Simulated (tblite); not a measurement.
**Geometry relaxation, with input and output: C5H10FNSi2 (part 3 of 3)**

C5H10FNSi2; GFN2-xTB geometry optimisation, gas phase (tblite 0.8.0). It belongs to a series of runs on one base structure; here: H on C replaced by vinyl.

Geometry of the input (Å):
```
C  -2.1449  -1.4391  -0.9833
C  -1.5449  -0.7771  0.0027
C  -0.1597  -0.1325  -0.1103
Si -0.3166  1.8057  -0.0150
C  -1.3153  2.4457  -1.4557
N  -1.9219  2.8415  -2.3771
C  0.7893  -0.7516  0.9241
F  0.4543  -0.2942  2.1756
Si 2.6378  -0.5305  0.6961
H  -1.7180  -1.5367  -1.9662
H  -3.1324  -1.8912  -0.8303
H  -2.0385  -0.7286  0.9858
H  0.2186  -0.3329  -1.1092
H  -0.9351  2.1796  1.2883
H  1.0525  2.3831  -0.0367
H  0.6254  -1.8388  0.9594
H  3.0165  0.9060  0.8244
H  3.0172  -0.9792  -0.6694
H  3.4059  -1.3200  1.6893
```

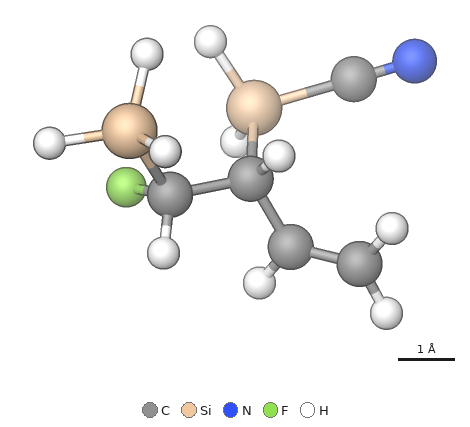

Figure 1. The geometry at step 151 of the log (ball-and-stick view, seen at a tilt).

**Trajectory as extended XYZ, continued**
```
19
Properties=species:S:1:pos:R:3:forces:R:3 step=113 energy=-729.98610
C    -2.1536   -1.1827   -1.0965    0.0000  -0.0040  -0.0040
C    -1.4424   -0.8426   -0.0367   -0.0050   0.0040   0.0110
C    -0.1044   -0.1755   -0.0840   -0.0010  -0.0030   0.0030
Si   -0.3960    1.7102    0.1358    0.0080  -0.0010   0.0210
C    -1.3249    2.2366   -1.3983    0.0070  -0.0080  -0.0080
N    -1.8900    2.5776   -2.3343    0.0020  -0.0080  -0.0030
C     0.8289   -0.6972    1.0059    0.0050  -0.0060  -0.0070
F     0.6009    0.0311    2.1826    0.0050  -0.0140  -0.0130
Si    2.7058   -0.5993    0.6065    0.0110   0.0240  -0.0010
H    -1.7969   -1.0106   -2.0993   -0.0030  -0.0020   0.0170
H    -3.1247   -1.6368   -1.0035    0.0010  -0.0170  -0.0220
H    -1.8307   -1.0178    0.9592    0.0040   0.0110  -0.0070
H     0.3544   -0.3649   -1.0594   -0.0090   0.0110  -0.0040
H    -1.2683    1.9916    1.2720    0.0080   0.0050   0.0080
H     0.8620    2.4584    0.1446    0.0030  -0.0020   0.0110
H     0.5593   -1.7303    1.2653   -0.0140   0.0130   0.0100
H     3.0423    0.7917    0.3118    0.0050   0.0070  -0.0010
H     2.9356   -1.4525   -0.5582   -0.0120  -0.0160  -0.0090
H     3.4327   -1.0777    1.7793   -0.0140   0.0060  -0.0010
19
Properties=species:S:1:pos:R:3:forces:R:3 step=121 energy=-729.98776
C    -2.1513   -1.1946   -1.0939    0.0120   0.0030   0.0030
C    -1.4477   -0.8358   -0.0351   -0.0080  -0.0070   0.0040
C    -0.1101   -0.1684   -0.0825   -0.0020  -0.0030   0.0040
Si   -0.3972    1.7139    0.1569    0.0030   0.0180   0.0120
C    -1.3001    2.2375   -1.3931   -0.0180   0.0310  -0.0160
N    -1.8485    2.5805   -2.3386    0.0110  -0.0210   0.0090
C     0.8245   -0.7031    0.9995    0.0060   0.0010  -0.0040
F     0.5947    0.0080    2.1865    0.0090  -0.0010  -0.0220
Si    2.6994   -0.5926    0.5918    0.0140  -0.0060   0.0020
H    -1.7872   -1.0326   -2.0954    0.0020  -0.0020   0.0000
H    -3.1204   -1.6543   -1.0061    0.0080  -0.0050   0.0020
H    -1.8357   -0.9977    0.9629   -0.0220  -0.0040  -0.0100
H     0.3448   -0.3446   -1.0621   -0.0030  -0.0120   0.0010
H    -1.2788    1.9888    1.2871   -0.0010   0.0050   0.0030
H     0.8581    2.4659    0.1859    0.0070  -0.0080   0.0110
H     0.5545   -1.7396    1.2464    0.0150   0.0180  -0.0010
H     3.0344    0.7864    0.2389   -0.0200  -0.0100   0.0080
H     2.9294   -1.4896   -0.5408   -0.0070  -0.0030   0.0040
H     3.4273   -1.0187    1.7842   -0.0070   0.0040  -0.0100
19
Properties=species:S:1:pos:R:3:forces:R:3 step=128 energy=-729.98877
C    -2.1473   -1.1970   -1.0972    0.0030  -0.0030  -0.0030
C    -1.4522   -0.8325   -0.0346   -0.0030   0.0040   0.0010
C    -0.1152   -0.1629   -0.0788   -0.0020  -0.0040   0.0000
Si   -0.4009    1.7197    0.1728    0.0030  -0.0060   0.0060
C    -1.2891    2.2443   -1.3861    0.0050  -0.0060   0.0040
N    -1.8259    2.5628   -2.3464   -0.0010   0.0080   0.0010
C     0.8255   -0.7016    0.9956   -0.0020   0.0050   0.0040
F     0.6036    0.0065    2.1851   -0.0030   0.0110   0.0070
Si    2.6981   -0.5934    0.5808    0.0070  -0.0130  -0.0080
H    -1.7783   -1.0377   -2.0975    0.0070  -0.0040   0.0070
H    -3.1153   -1.6601   -1.0138    0.0050   0.0000   0.0010
H    -1.8502   -0.9904    0.9602    0.0020  -0.0050  -0.0060
H     0.3368   -0.3364   -1.0604   -0.0030   0.0050  -0.0040
H    -1.2896    1.9874    1.2993   -0.0070   0.0050  -0.0020
H     0.8561    2.4673    0.2249    0.0050  -0.0040  -0.0010
H     0.5601   -1.7388    1.2417   -0.0120   0.0050   0.0030
H     3.0228    0.7771    0.1897   -0.0080  -0.0010   0.0000
H     2.9217   -1.5230   -0.5264    0.0080   0.0040   0.0010
H     3.4293   -0.9821    1.7836   -0.0030   0.0010  -0.0110
19
Properties=species:S:1:pos:R:3:forces:R:3 step=136 energy=-729.98922
C    -2.1417   -1.1984   -1.1000   -0.0060  -0.0030  -0.0100
C    -1.4519   -0.8333   -0.0345   -0.0030  -0.0010   0.0020
C    -0.1175   -0.1598   -0.0753   -0.0080   0.0010   0.0010
Si   -0.4045    1.7216    0.1854    0.0050  -0.0070   0.0040
C    -1.2808    2.2428   -1.3808    0.0050   0.0050   0.0090
N    -1.8115    2.5583   -2.3453   -0.0080   0.0120  -0.0150
C     0.8244   -0.6991    0.9972   -0.0020   0.0010  -0.0050
F     0.6113    0.0175    2.1837    0.0020   0.0010   0.0040
Si    2.6948   -0.5991    0.5717    0.0050  -0.0010  -0.0110
H    -1.7683   -1.0363   -2.0979    0.0010  -0.0030  -0.0040
H    -3.1091   -1.6629   -1.0204    0.0000  -0.0080  -0.0050
H    -1.8530   -0.9969    0.9577    0.0050   0.0050   0.0070
H     0.3324   -0.3261   -1.0594    0.0050   0.0030   0.0110
H    -1.3051    1.9913    1.3028    0.0100  -0.0040  -0.0080
H     0.8562    2.4630    0.2451   -0.0100  -0.0010   0.0050
H     0.5529   -1.7331    1.2490   -0.0040   0.0000   0.0130
H     3.0081    0.7670    0.1566    0.0020  -0.0010  -0.0020
H     2.9222   -1.5445   -0.5215   -0.0030   0.0050   0.0060
H     3.4311   -0.9629    1.7784    0.0040  -0.0040  -0.0030
19
Properties=species:S:1:pos:R:3:forces:R:3 step=143 energy=-729.98957
C    -2.1417   -1.2049   -1.1021    0.0040   0.0010   0.0010
C    -1.4544   -0.8379   -0.0354    0.0060  -0.0080  -0.0020
C    -0.1216   -0.1609   -0.0739    0.0020   0.0040  -0.0010
Si   -0.4086    1.7197    0.1919   -0.0020   0.0040   0.0070
C    -1.2695    2.2576   -1.3776    0.0010  -0.0060  -0.0020
N    -1.7921    2.5805   -2.3444    0.0020   0.0100   0.0020
C     0.8230   -0.6988    0.9974    0.0000   0.0040   0.0060
F     0.6186    0.0265    2.1808    0.0010   0.0060   0.0050
Si    2.6928   -0.6020    0.5633   -0.0040   0.0070  -0.0120
H    -1.7669   -1.0408   -2.0993   -0.0010  -0.0020  -0.0010
H    -3.1075   -1.6735   -1.0251    0.0040  -0.0030  -0.0010
H    -1.8539   -1.0039    0.9573   -0.0040   0.0050  -0.0020
H     0.3302   -0.3219   -1.0577    0.0000  -0.0080  -0.0030
H    -1.3180    1.9854    1.3025   -0.0010  -0.0050   0.0000
H     0.8517    2.4588    0.2739   -0.0020   0.0000  -0.0030
H     0.5475   -1.7291    1.2593    0.0060  -0.0020   0.0000
H     2.9932    0.7558    0.1110    0.0020  -0.0080  -0.0010
H     2.9296   -1.5735   -0.5042   -0.0150   0.0030   0.0000
H     3.4378   -0.9279    1.7751    0.0000  -0.0040   0.0060
19
Properties=species:S:1:pos:R:3:forces:R:3 step=151 energy=-729.99010
C    -2.1311   -1.2164   -1.1080    0.0030   0.0100   0.0100
C    -1.4525   -0.8447   -0.0370   -0.0110  -0.0050  -0.0060
C    -0.1242   -0.1599   -0.0674   -0.0040  -0.0070  -0.0020
Si   -0.4178    1.7186    0.2068   -0.0090  -0.0030  -0.0200
C    -1.2524    2.2710   -1.3730   -0.0170   0.0210  -0.0150
N    -1.7598    2.6158   -2.3406    0.0230  -0.0160   0.0350
C     0.8218   -0.6917    1.0055   -0.0010   0.0020   0.0080
F     0.6336    0.0520    2.1807   -0.0060  -0.0030  -0.0030
Si    2.6853   -0.6094    0.5467    0.0030   0.0180   0.0000
H    -1.7541   -1.0469   -2.1035    0.0100  -0.0100   0.0030
H    -3.0935   -1.6928   -1.0368    0.0010   0.0010   0.0020
H    -1.8584   -1.0111    0.9530   -0.0010  -0.0070  -0.0010
H     0.3313   -0.3191   -1.0498    0.0010   0.0120  -0.0070
H    -1.3441    1.9729    1.3059   -0.0030  -0.0040  -0.0030
H     0.8400    2.4575    0.3147    0.0050   0.0040  -0.0020
H     0.5431   -1.7168    1.2840   -0.0040   0.0090   0.0020
H     2.9736    0.7310    0.0387    0.0080   0.0000   0.0000
H     2.9069   -1.6157   -0.4906   -0.0050  -0.0100  -0.0010
H     3.4426   -0.8851    1.7631    0.0070  -0.0110   0.0000
19
Properties=species:S:1:pos:R:3:forces:R:3 step=158 energy=-729.99061
C    -2.1219   -1.2271   -1.1112    0.0130  -0.0130   0.0080
C    -1.4533   -0.8484   -0.0364   -0.0020   0.0030  -0.0070
C    -0.1273   -0.1591   -0.0632   -0.0040   0.0110   0.0030
Si   -0.4214    1.7189    0.2110   -0.0090   0.0110  -0.0060
C    -1.2511    2.2815   -1.3666    0.0030   0.0080  -0.0130
N    -1.7484    2.6330   -2.3367   -0.0010  -0.0040   0.0080
C     0.8201   -0.6830    1.0128   -0.0050   0.0000   0.0010
F     0.6375    0.0729    2.1813   -0.0010  -0.0030  -0.0070
Si    2.6804   -0.6110    0.5391   -0.0020  -0.0070   0.0140
H    -1.7332   -1.0662   -2.1036   -0.0040  -0.0020   0.0020
H    -3.0825   -1.7077   -1.0451   -0.0040   0.0050  -0.0040
H    -1.8685   -1.0106    0.9507    0.0150   0.0020  -0.0050
H     0.3308   -0.3132   -1.0456   -0.0070  -0.0060   0.0060
H    -1.3523    1.9715    1.3060   -0.0020  -0.0010   0.0090
H     0.8382    2.4554    0.3200   -0.0030   0.0000   0.0030
H     0.5396   -1.7042    1.3031   -0.0020   0.0060  -0.0010
H     2.9767    0.7267    0.0298    0.0050   0.0040  -0.0030
H     2.8771   -1.6220   -0.4984    0.0050  -0.0060  -0.0090
H     3.4497   -0.8979    1.7456    0.0040  -0.0050   0.0010
19
Properties=species:S:1:pos:R:3:forces:R:3 step=166 energy=-729.99092
C    -2.1121   -1.2393   -1.1119   -0.0020   0.0020   0.0020
C    -1.4527   -0.8469   -0.0366    0.0040   0.0000  -0.0010
C    -0.1292   -0.1534   -0.0609    0.0000   0.0100  -0.0020
Si   -0.4231    1.7253    0.2112   -0.0010   0.0020   0.0010
C    -1.2528    2.2864   -1.3672    0.0020  -0.0030   0.0110
N    -1.7527    2.6334   -2.3375   -0.0040   0.0030  -0.0040
C     0.8166   -0.6757    1.0177    0.0000   0.0000  -0.0080
F     0.6377    0.0861    2.1825    0.0050   0.0000  -0.0020
Si    2.6757   -0.6154    0.5376    0.0060  -0.0030   0.0140
H    -1.7187   -1.0838   -2.1032    0.0040  -0.0020  -0.0020
H    -3.0725   -1.7204   -1.0497   -0.0020  -0.0040   0.0060
H    -1.8707   -1.0036    0.9500   -0.0010   0.0010  -0.0010
H     0.3308   -0.3090   -1.0421   -0.0020   0.0010   0.0010
H    -1.3483    1.9768    1.3123    0.0020   0.0020  -0.0100
H     0.8396    2.4579    0.3165   -0.0120   0.0000   0.0030
H     0.5313   -1.6940    1.3124   -0.0010  -0.0030   0.0030
H     2.9814    0.7275    0.0469    0.0050  -0.0020   0.0010
H     2.8559   -1.6119   -0.5171    0.0040  -0.0060  -0.0080
H     3.4539   -0.9308    1.7318   -0.0070   0.0000  -0.0020
19
Properties=species:S:1:pos:R:3:forces:R:3 step=173 energy=-729.99119
C    -2.1037   -1.2557   -1.1093    0.0010  -0.0050  -0.0020
C    -1.4546   -0.8415   -0.0360    0.0020   0.0030   0.0020
C    -0.1317   -0.1471   -0.0615    0.0050  -0.0070  -0.0010
Si   -0.4255    1.7309    0.2113    0.0020  -0.0080   0.0000
C    -1.2558    2.2940   -1.3654    0.0140   0.0010   0.0160
N    -1.7535    2.6473   -2.3345   -0.0160   0.0040  -0.0210
C     0.8146   -0.6727    1.0155    0.0050   0.0020  -0.0020
F     0.6429    0.0912    2.1798    0.0010   0.0040   0.0040
Si    2.6746   -0.6210    0.5351   -0.0030   0.0000  -0.0020
H    -1.7005   -1.1192   -2.0996   -0.0050  -0.0020   0.0010
H    -3.0632   -1.7391   -1.0457    0.0020   0.0020   0.0000
H    -1.8808   -0.9804    0.9497   -0.0010  -0.0020   0.0010
H     0.3277   -0.3042   -1.0426   -0.0030   0.0070  -0.0050
H    -1.3493    1.9877    1.3111   -0.0120  -0.0030   0.0060
H     0.8369    2.4611    0.3195    0.0100   0.0130  -0.0010
H     0.5243   -1.6891    1.3125    0.0030   0.0000  -0.0030
H     2.9916    0.7273    0.0659    0.0010  -0.0060   0.0050
H     2.8471   -1.5997   -0.5384    0.0020  -0.0020   0.0080
H     3.4490   -0.9607    1.7252   -0.0070  -0.0020  -0.0060
19
Properties=species:S:1:pos:R:3:forces:R:3 step=181 energy=-729.99142
C    -2.0974   -1.2647   -1.1087   -0.0020  -0.0010  -0.0020
C    -1.4523   -0.8398   -0.0372   -0.0010   0.0040   0.0010
C    -0.1311   -0.1420   -0.0629   -0.0010   0.0020   0.0010
Si   -0.4281    1.7358    0.2129    0.0020  -0.0020   0.0060
C    -1.2558    2.3023   -1.3641   -0.0010  -0.0050   0.0030
N    -1.7572    2.6534   -2.3322   -0.0040   0.0040  -0.0080
C     0.8149   -0.6675    1.0147    0.0030   0.0030  -0.0050
F     0.6507    0.1030    2.1761   -0.0030   0.0030  -0.0010
Si    2.6739   -0.6283    0.5321    0.0030  -0.0020  -0.0060
H    -1.6945   -1.1349   -2.1000    0.0010   0.0010   0.0030
H    -3.0556   -1.7502   -1.0423   -0.0010  -0.0010  -0.0010
H    -1.8811   -0.9742    0.9481    0.0020   0.0010   0.0010
H     0.3274   -0.2960   -1.0450    0.0010   0.0020   0.0060
H    -1.3591    1.9856    1.3093    0.0000  -0.0030   0.0000
H     0.8305    2.4733    0.3260    0.0000  -0.0040   0.0000
H     0.5205   -1.6808    1.3179   -0.0020   0.0010  -0.0060
H     3.0009    0.7200    0.0707    0.0010  -0.0040   0.0020
H     2.8406   -1.6049   -0.5442   -0.0010   0.0020   0.0070
H     3.4432   -0.9809    1.7213    0.0030  -0.0010   0.0010
```

**Results in brief**

| quantity | value |
| --- | --- |
| outcome | converged |
| total energy | −729.9914 eV |
| hardware | 1 CPU thread, shared host |
| wall time | 2.8 s |
| peak memory | 0.18 GiB |
